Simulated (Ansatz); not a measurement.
Starting cell, CoSn (CoSn type, space group P6/mmm):

```
CoSn
1.0
    5.29373     0.00000     0.00000
   -2.64687     4.58451     0.00000
    0.00000     0.00000     4.23470
Co Sn
3 3
Cartesian
  2.64687   0.00000   0.00000
  1.32343   2.29225   0.00000
 -1.32343   2.29225   0.00000
  0.00000   0.00000   0.00000
  0.00000   3.05634   2.11735
  2.64687   1.52817   2.11735
```

Scan: atom 1 (Co, nearest neighbour Sn at 2.611 Å; its periodic images, 4.2 Å or more away, move with it) is displaced along Cartesian x, direction (1.000, 0.000, 0.000) in Cartesian axes, by s. The other atoms stay.

Level of theory: PBE (plane waves to 420 eV, PAW, scalar-relativistic; Ansatz, an electronic-structure program). k mesh 8×8×9 (Γ-centred), Fermi-Dirac smearing 0.05 eV. Energies are smeared free energies. Left out: 2 of 11 points, with atoms too close for the PAW data. With partly filled bands, energies and forces of such displacements shift with the k mesh and the smearing. F∥ is the force on the atom along that direction. CoSn is run without spin polarisation. CoSn was relaxed with its symmetry unable to fall. The PAW data are Ansatz's earlier set. ΔE is measured from the undisplaced structure.

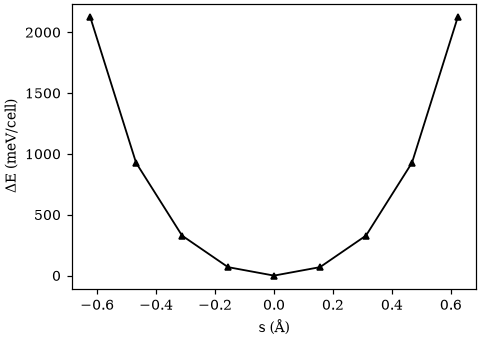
Figure: ΔE (meV/cell) against s (Å); markers are the computed points, lines only join them.

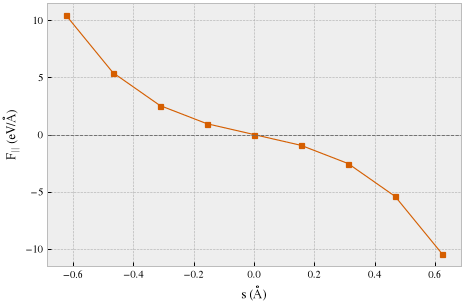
*F∥ (eV/Å) against s (Å); computed points joined by lines.*

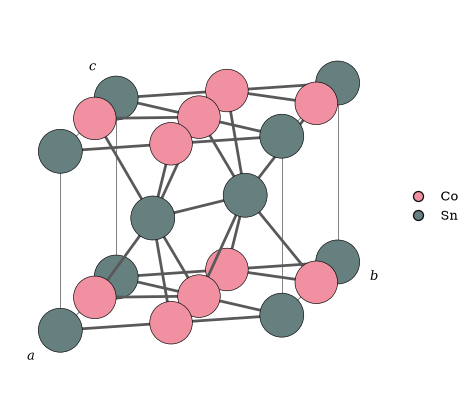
*The cell of the calculation at s = -0.624 Å.*

The force along the line at s = -0.624 Å is 10.4 eV/Å and the energy at s = 0.624 Å is 2129 meV/cell. Shape of the curve: a single well with its minimum at or next to zero displacement. Symmetry of the curve: even: the same for both signs.

With its periodic images moving along, the atom's site symmetry in this cell is mmm.

(A displaced cell: forces are minus the slopes of the energy, force constants its curvatures, and phonons follow from these.)
